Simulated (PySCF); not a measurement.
**CsSe₂: structure of the doublet**

Aim: relax CsSe₂ as a doublet from a end-on start, check by its vibrations whether the end is a minimum, and collect its spectrum and constants.

The runs use PySCF 2.14.0; PBE, basis Cs def2-SVP with ECP46, Se def2-SVP, scalar-relativistic core potentials, no spin–orbit coupling, density fitting.

## (1) Starting geometry

3 atoms, charge 0, spin multiplicity 2.

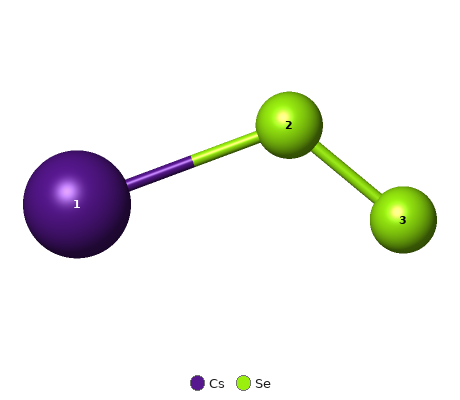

The starting geometry (caesium purple, selenium green); atoms are numbered from 1 in the order of the file.

```xyz
3
charge 0 multiplicity 2
Cs    0.0000    0.0000    0.0000
Se    0.0000    0.0000    3.5844
Se    2.0358    0.0000    4.7544
```

## (2) Finding the electronic state

The steps below are one call of a driver around PySCF. For each, scf.py gives the equivalent set-up of the SCF; relaxations use the driver's own optimiser. After this first run the driver tries any further starts and a stability analysis.

The input, scf.py:

```python
from pyscf import gto, scf, dft
mol = gto.M(atom='''
Cs     0.000000     0.000000     0.000000
Se     0.000000     0.000000     3.584400
Se     2.035800     0.000000     4.754400''',
    basis={'Cs': 'def2-SVP', 'Se': 'def2-SVP'},
    ecp={'Cs': 'def2-SVP'},
    charge=0, spin=1)
mf = dft.UKS(mol, xc='PBE')
mf.grids.atom_grid = (50, 194)
aux = {'Cs': 'def2-universal-JKFIT', 'Se': 'def2-universal-JKFIT'}
mf = mf.density_fit(auxbasis=aux)
mf.conv_tol = 1e-08
mf.diis_space = 10
mf.max_cycle = 60
mf.init_guess = 'minao'
mf.verbose = 4
mf.kernel()
```

On the command line:

```
$ OMP_NUM_THREADS=2 python axn.py task.json out
```

The log of the run:

```text
init E= -4816.98989025133
[... the frontier-level lines of each cycle are left out ...]
cycle= 1 E= -4821.957288353  delta_E= -4.97  |g|= 0.269  |ddm|= 1.87
cycle= 2 E= -4821.2418011759  delta_E= 0.715  |g|= 0.76  |ddm|= 2.45
cycle= 3 E= -4821.98914102038  delta_E= -0.747  |g|= 0.191  |ddm|= 2.36
cycle= 4 E= -4822.0110283733  delta_E= -0.0219  |g|= 0.0444  |ddm|= 0.332
cycle= 5 E= -4821.98932390391  delta_E= 0.0217  |g|= 0.13  |ddm|= 1.01
cycle= 6 E= -4822.01398551156  delta_E= -0.0247  |g|= 0.0145  |ddm|= 0.734
cycle= 7 E= -4822.01417073865  delta_E= -0.000185  |g|= 0.00462  |ddm|= 0.0527
cycle= 8 E= -4822.01419007253  delta_E= -1.93e-05  |g|= 0.00159  |ddm|= 0.0114
cycle= 9 E= -4822.01419361051  delta_E= -3.54e-06  |g|= 0.000615  |ddm|= 0.00736
cycle= 10 E= -4822.01419424577  delta_E= -6.35e-07  |g|= 6.36e-05  |ddm|= 0.00443
cycle= 11 E= -4822.01419425751  delta_E= -1.17e-08  |g|= 3.66e-05  |ddm|= 0.000891
cycle= 12 E= -4822.01419426058  delta_E= -3.07e-09  |g|= 8.63e-06  |ddm|= 0.000352
Extra cycle  E= -4822.01419426051  delta_E= 7.09e-11  |g|= 1.69e-05  |ddm|= 0.000141
converged SCF energy = -4822.01419426051  <S^2> = 0.75848827  2S+1 = 2.0084703
```

This step, with its further starts and checks, ran for 18 s (2 threads of Arm Neoverse V2, shared host).

Energies from each starting density:

| start | energy (Eh) |
| --- | --- |
| the minimal-basis guess | -4822.014194 |
| a thermally smeared density | -4822.014194 |
| a smeared PBE density | -4822.014194 |

No lower solution of this spin turned up from the other starts or in the test of internal stability.

## (3) Relaxing the doublet from the end-on start

The program finds Cs symmetry in the start, which this walk keeps.

Changes to scf.py since step 2:

```diff
@@ -3,3 +3,3 @@
-Cs     0.000000     0.000000     0.000000
-Se     0.000000     0.000000     3.584400
-Se     2.035800     0.000000     4.754400''',
+Cs    -0.555766     0.000000    -2.276461
+Se    -0.555766     0.000000     1.307939
+Se     1.480034     0.000000     2.477939''',
@@ -16 +15,0 @@
-mf.init_guess = 'minao'
```

Steps of the walk:

| step | energy (Eh) | change (kJ/mol) | largest symmetric gradient (Eh/bohr) |
| --- | --- | --- | --- |
| 0 | -4822.014194 | 0.00 | 0.01139 |
| 1 | -4822.015854 | -4.36 | 0.00694 |
| 2 | -4822.018308 | -10.80 | 0.00905 |
| 3 | -4822.023090 | -23.36 | 0.00903 |
| 4 | -4822.030421 | -42.60 | 0.00939 |
| 5 | -4822.035714 | -56.50 | 0.02412 |
| 6 | -4822.037494 | -61.17 | 0.01806 |
| 7 | -4822.038829 | -64.68 | 0.00937 |
| 8 | -4822.038824 | -64.66 | 0.00805 |
| 9 | -4822.039509 | -66.46 | 0.00573 |
| 10 | -4822.039651 | -66.84 | 0.00147 |
| 11 | -4822.039661 | -66.86 | 0.00043 |
| 12 | -4822.039661 | -66.86 | 0.00008 |

The walk took 29 s.

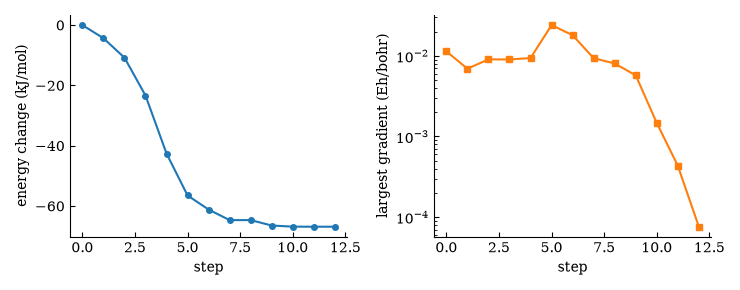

Energy and largest gradient along the walk.

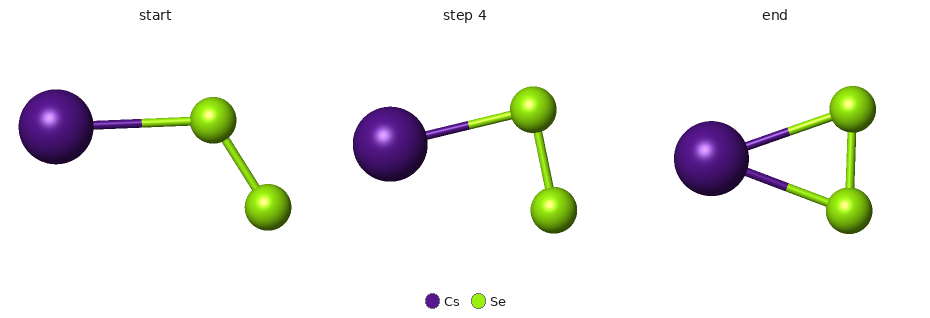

The geometry along the walk, at one scale.

End point (Cs, 12 steps, 66.9 kJ/mol gained): Cs–Se 3.357 Å, Cs–Se 3.410 Å, Se–Se 2.315 Å; Cs–Se–Se 68.8°, Cs–Se–Se 71.2°, Se–Cs–Se 40.0°.

## (4) Hessian and properties

On the finer grid the gradient is checked again; gradients at displacements of ±0.02 bohr then give force constants and infrared intensities.

Changes to scf.py since step 3:

```diff
@@ -3,3 +3,3 @@
-Cs    -0.555766     0.000000    -2.276461
-Se    -0.555766     0.000000     1.307939
-Se     1.480034     0.000000     2.477939''',
+Cs    -0.101479     0.000000    -1.733532
+Se    -1.072284     0.000000     1.509188
+Se     1.241049     0.000000     1.373768''',
@@ -10 +10 @@
-mf.grids.atom_grid = (50, 194)
+mf.grids.atom_grid = (75, 302)
@@ -13 +13 @@
-mf.conv_tol = 1e-08
+mf.conv_tol = 1e-10
```

This SCF starts from the last density.

SCF at the final geometry:

```text
init E= -4822.03919814426
[... the frontier-level lines of each cycle are left out ...]
cycle= 1 E= -4822.03919814273  delta_E= 1.53e-09  |g|= 4.56e-05  |ddm|= 8.41e-05
cycle= 2 E= -4822.03919812198  delta_E= 2.08e-08  |g|= 0.00017  |ddm|= 0.000311
cycle= 3 E= -4822.03919814437  delta_E= -2.24e-08  |g|= 6.59e-07  |ddm|= 0.000244
cycle= 4 E= -4822.03919814437  delta_E= 3.64e-12  |g|= 5.06e-08  |ddm|= 1.03e-06
Extra cycle  E= -4822.03919814436  delta_E= 2.73e-12  |g|= 7.35e-08  |ddm|= 1.92e-07
converged SCF energy = -4822.03919814436  <S^2> = 0.75151682  2S+1 = 2.0015162
```

The whole step took 39 s.

Geometry: C2v; Cs–Se 3.385 Å (×2), Se–Se 2.317 Å; Cs–Se–Se 70.0° (×2), Se–Cs–Se 40.0°.

Modes, for the most abundant isotopes:

```json
{"symmetry": "b2", "ω (cm⁻¹)": "97", "IR (km/mol)": "1.1"}
{"symmetry": "a1", "ω (cm⁻¹)": "121", "IR (km/mol)": "13.8"}
{"symmetry": "a1", "ω (cm⁻¹)": "307", "IR (km/mol)": "0.1"}
```

Every mode is real; the point is a minimum.

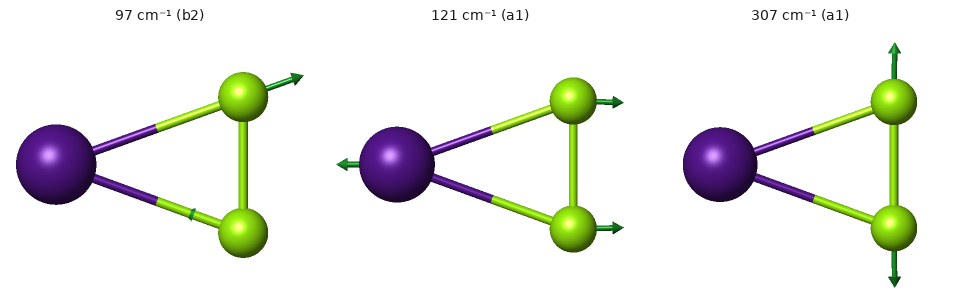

How the atoms move in 3 of the modes.

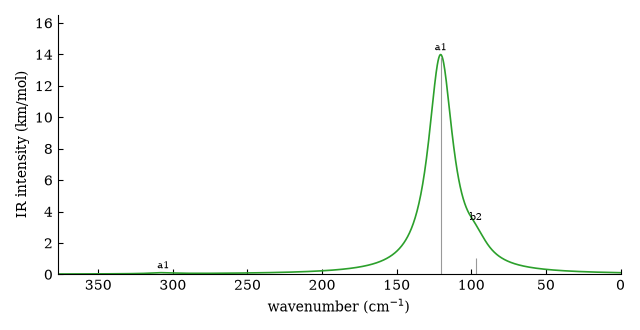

The harmonic infrared spectrum (widths in cm⁻¹). Lines are broadened to a width of 20 cm⁻¹ (Lorentzian).

Constants and moments:

```
Dipole moment                                                   : 10.04 D
Highest occupied level                                          : -3.29 eV
Lowest empty level                                              : -2.96 eV
Rotational constants                                            : 0.07856, 0.02297, 0.01777 cm⁻¹
Zero-point energy                                               : 3.1 kJ/mol
Principal polarisabilities                                      : 54.1, 95.4, 100.8 bohr³
Atomisation energy without zero-point energy                    : 608 kJ/mol
Principal traceless quadrupole moments about the centre of mass : -5.00, 0.04, 4.96 D Å
Entropy at 298.15 K and 1 bar (electronic part: spin only)      : 339.9 J/(mol K)
Heat capacity Cp at 298.15 K                                    : 56.5 J/(mol K)
Enthalpy at 298.15 K above 0 K                                  : 14.77 kJ/mol
Rotational symmetry number                                      : 2
Spin squared ⟨S²⟩                                               : 0.752
```

Populations by atom (charges in e):

| atom | Mulliken | Löwdin | polar tensor | spin (Mulliken) | Mayer order to Cs1 |
| --- | --- | --- | --- | --- | --- |
| Cs1 | 0.58 | 0.23 | 0.77 | -0.01 | – |
| Se2,3 | -0.29 | -0.12 | -0.39 | 0.50 | 0.41 |

Outer orbital energies (eV). α occupied: -13.67, -13.42, -13.23, -6.87, -5.97, -5.51, -3.78, -3.47; empty: -1.64, -0.87, -0.39, -0.24. β occupied: -13.67, -13.64, -13.42, -12.86, -6.66, -5.36, -5.31, -3.29; empty: -2.96, -1.62, -0.72, -0.35.

Mulliken populations on Cs1 (outside its core potential): s 2.09, p 6.05, d 0.27.

## (5) Outcome

| quantity | value |
| --- | --- |
| minimum | doublet, C2v |
| geometry | Cs–Se 3.385 Å (×2), Se–Se 2.317 Å; Cs–Se–Se 70.0° (×2), Se–Cs–Se 40.0° |
| wavenumbers (cm⁻¹) | 97 (b2), 121 (a1), 307 (a1) |
| dipole moment | 10.04 D |
| highest occupied, lowest empty level (either spin) | -3.29, -2.96 eV |
| polar-tensor charge of Cs1 | +0.77 e |
| zero-point energy | 3.1 kJ/mol |
| entropy at 298.15 K | 339.9 J/(mol K) |
| atomisation energy (no zero-point energy) | 608 kJ/mol |
| ⟨S²⟩ | 0.752 |

**Reading.** From Cs at the start the molecule goes to a C2v minimum. The strongest infrared band lies at 121 cm⁻¹ (a1). With 10.0 D the molecule is strongly polar. Other starts or spin states, not run here, may lie lower. Spin–orbit coupling, left out here, can matter for elements this heavy.

The search up to here took 87 s.
